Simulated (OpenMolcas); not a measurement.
# UHF/STO-3G run of N2H3 (hydrazinyl radical)

We compute the energy of N2H3 (hydrazinyl radical). 

The calculation is run with OpenMolcas 26.06.

## 1. The molecule

The species is N2H3 (5 atoms), meant as a doublet with charge 0. As SMILES, `[NH]N`. The shape is that of a PBE0-D4/def2-TZVP optimisation. This is one conformer, not always the lowest.

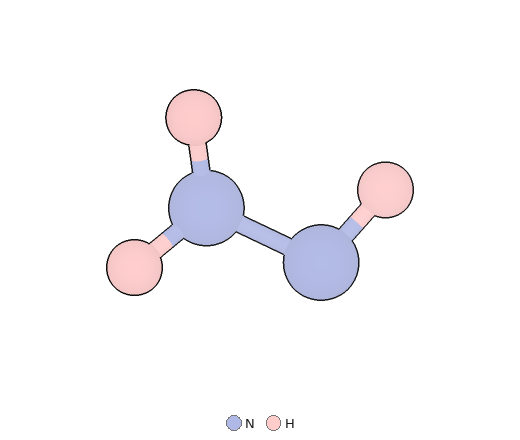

Viewed from a chosen angle; nitrogen light blue, hydrogen pink.

## 2. A single-point energy at UHF/STO-3G

geom.xyz

```xyz
5

N     -0.187600    -0.818050     0.454040
N     -0.128660     0.235610    -0.368450
H      0.759840    -0.951450     0.811270
H     -1.030950     0.592300    -0.640030
H      0.587360     0.941580    -0.256830
```

step1.input

```
* H3N2 Hartree-Fock
&GATEWAY
BasLib=$CurrDir
Coord=geom.xyz
Basis=STO-3G
Group=NoSym
&SEWARD
&SCF
UHF
Spin=2
Scramble=0.25
PrOrbitals=1 1
```

The basis set STO-3G is read from a file made from the Basis Set Exchange's data (not shown).

On the command line:

```console
export MOLCAS_MEM=1860
pymolcas step1.input > step1.log
```

The log of the run:

```text
--- Start Module: gateway ---
[...]
--- Stop Module: gateway /rc=_RC_ALL_IS_WELL_ ---
--- Start Module: seward ---
[...]
      Basis functions           13
--- Stop Module: seward /rc=_RC_ALL_IS_WELL_ ---
--- Start Module: scf ---
[...]
       Convergence after  15 Iterations
[...]
::    Total SCF energy                               -109.1444748673
[...]
      Total spin, S                                     0.5026243485
[...]
      Total electronic charge=   17.000000
      Total            charge=   -0.000000
[...]
      Dipole Moment (debye):
      Origin of the operator (angstrom)=   -0.1325   -0.2439    0.0358
                   X=  1.0505E+00               Y=  1.8815E+00               Z=  1.0836E-01           Total=  2.1576E+00
      Quadrupole Moment (debye*angstrom):
[...]
--- Stop Module: scf /rc=_RC_ALL_IS_WELL_ ---
[...]
```

Wall time 1.8 s (1 thread of Arm Neoverse V1, shared host); peak memory 0.37 GiB.

## 3. Outcome

At UHF/STO-3G:

| quantity | value |
| --- | --- |
| total energy | -109.14447 Eh |
| dipole moment | 2.16 D |
| HOMO energy (highest over α and β) | -7.60 eV |
| LUMO energy (lowest over α and β) | 9.50 eV |
| ⟨S²⟩ | 0.755 |
